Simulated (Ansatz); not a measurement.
## Electronic structure of F₂H₄OSi₂ in real space

Input file:

```
crystal:
  periodic: [false, false, false]
  atoms:
    - { symbol: Si, position_ang: [0.0, 0.0, 0.0] }
    - { symbol: H, position_ang: [0.8854, 0.0, 1.4041] }
    - { symbol: F, position_ang: [1.7331, 0.0, 0.448] }
    - { symbol: O, position_ang: [-0.7913, 1.3709, -0.5594] }
    - { symbol: Si, position_ang: [-2.4002, 1.4263, -1.0396] }
    - { symbol: H, position_ang: [-3.2124, 0.6421, -0.1138] }
    - { symbol: H, position_ang: [-2.862, 2.8114, -1.0378] }
    - { symbol: H, position_ang: [-2.5267, 0.8736, -2.385] }
    - { symbol: F, position_ang: [-0.7489, -1.2974, -0.5295] }
basis:
  gaussian: { orbitals: def2-SVP }
hamiltonian:
  xc: r2scan
  dispersion: d4
relax:
  f_tol: 0.15
  max_steps: 25
  restrain:
    - { distance: [1, 2], at: 2.12, k: 30.0 }
    - { distance: [0, 1], at: 1.46, k: 30.0 }
    - { distance: [0, 2], at: 1.59, k: 30.0 }
output:
  orbitals: {}
```

Command:

```sh
ansatz run input.yaml --threads 4 --pin off --max-ram 5120MiB --backend cpu --events-out ev --progress --plain --runs-dir out
```

The fields are those of the run's last geometry, not of the input's.

Not at a stationary point (largest force 1.6 eV/Å).

These are results of RKS r2SCAN-D4/def2-SVP (Ansatz), not measurements.

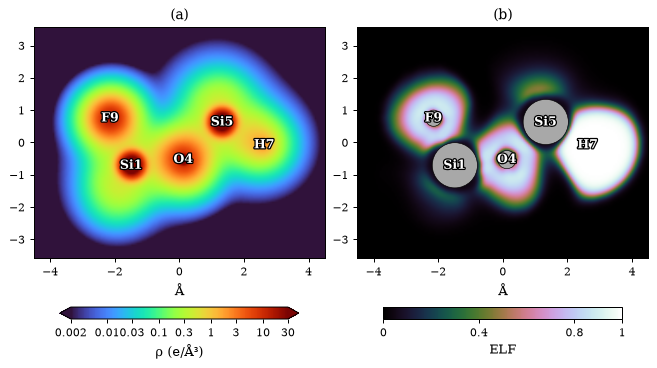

Figure 1. (a) total electron density; (b) electron localisation function on the plane of atoms O4, Si5 and H7. Grey discs cover the atomic cores in the ELF map.

Q: Read the bonding off the picture.

A: Atoms in the plane: Si, O, H and F. Si–F (1.61 Å): ρ is about 1 e/Å³ halfway; the ELF peaks at about 0.85 in the valence shell of F, 0.6 Å from its nucleus, and is about 0.50 at the midpoint. Si–O (1.62 Å): ρ is about 1.1 e/Å³ halfway; the ELF peaks at about 0.85 between the atoms (a polar covalent bond). Si–O (1.67 Å): the density is about 0.98 e/Å³ at the midpoint; the ELF peaks at about 0.85 between the atoms (a shared but strongly polarised pair). The ELF also peaks beside O4 and F9, away from the bonds: lone-pair regions.

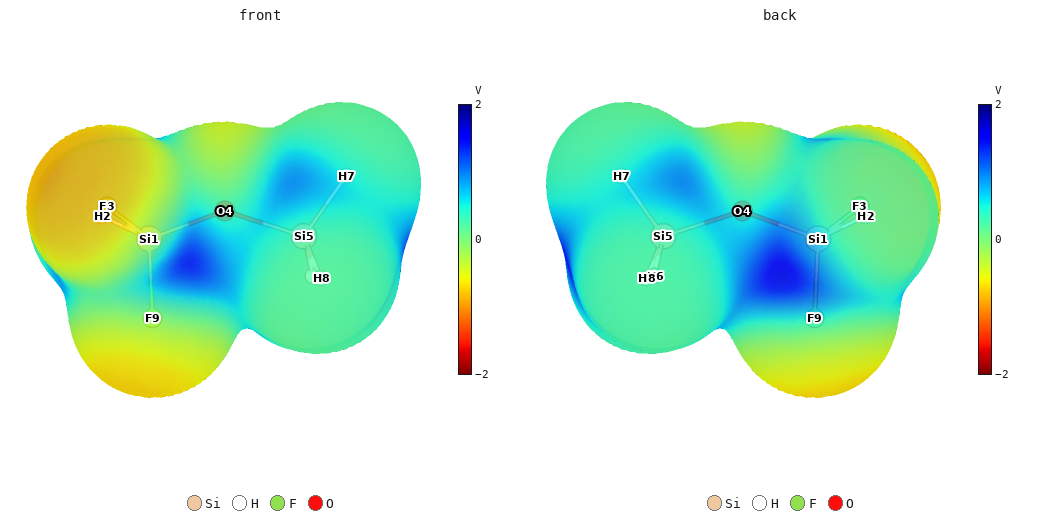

Figure 2. The electrostatic potential painted on the density surface at 0.001 e/bohr³, seen from the front and from behind; the colour scale runs from red (negative) to blue (positive).

Q: Describe the electrostatic potential map.

A: The most negative region (about −0.9 V) lies over F3, the most positive (about +1.5 V) over Si1 and Si5.

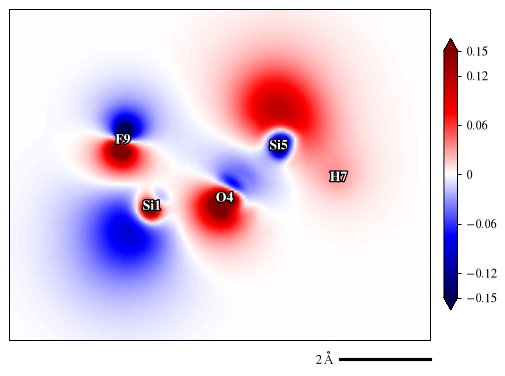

Figure 3. The HOMO on the plane of atoms O4, Si1 and F9 (values in Å⁻³ᐟ²; the overall sign is arbitrary).

Q: Describe this orbital and give its energy.

A: By Hirshfeld shares it lies mainly on O4 (about 30 %), Si5 (about 20 %), H6 (about 15 %) and H8 (about 15 %). Its energy is −8.35 eV.

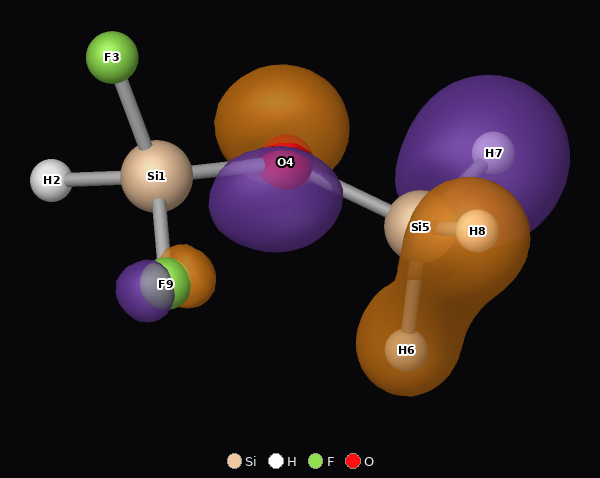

Figure 4. The HOMO−1 at ±0.15 Å⁻³ᐟ² (orange and purple are the two phases), seen at an oblique angle.

Q: Describe this orbital and give its energy.

A: By Hirshfeld shares it lies mainly on O4 (about 30 %), Si5 (about 25 %), H7 (about 20 %), H8 (about 10 %) and H6 (about 5 %). Its energy is −8.53 eV.
